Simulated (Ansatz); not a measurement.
## Te, carrier doping

Consider Te (space group P3_121, No. 152; made of chains).

```yaml
crystal:
  lattice:
    - [4.52090, 0.00000, 0.00000]
    - [-2.26045, 3.91521, 0.00000]
    - [0.00000, 0.00000, 5.95427]
  atoms:
    - { symbol: Te, position: [0.26811, 0.00000, 0.33333] }
    - { symbol: Te, position: [0.00000, 0.26811, 0.66667] }
    - { symbol: Te, position: [0.73189, 0.73189, 0.00000] }
```

Carriers are added at fixed cell with a uniform background; the Fermi–Dirac width is that of 300 K.

Level of theory: Kohn–Sham DFT with the PBE functional, run in Ansatz (an electronic-structure program) with PAW and 420 eV plane waves, scalar-relativistic without spin-orbit coupling.

Notes on the quantities. Fermi level from band edge: Fermi level relative to the doped band's edge (positive inside the band; to 0.05 eV).

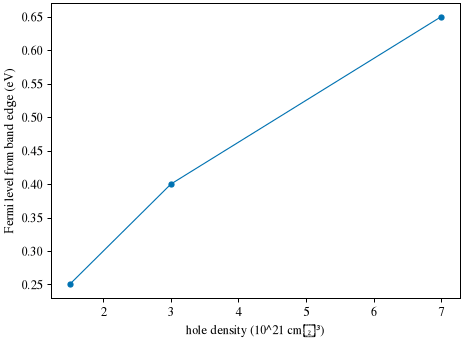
Figure: Fermi level from band edge against hole density

From the plot, what is the Fermi level from band edge for holes 1.5×10^21 cm⁻³?

About 0.25 eV.

Is the trend monotonic over the range shown?

Yes, it rises throughout, spanning +0.25 eV to +0.65 eV.

Carriers are added with a uniform compensating background; total energy and stress of such cells depend on the potential's zero and are not compared; many-body gap narrowing is missing at this level. Whether these cells are dynamically stable was not tested. No dispersion term is included, though the crystal is made of layers, chains or molecules, so its spacings can come out too wide.
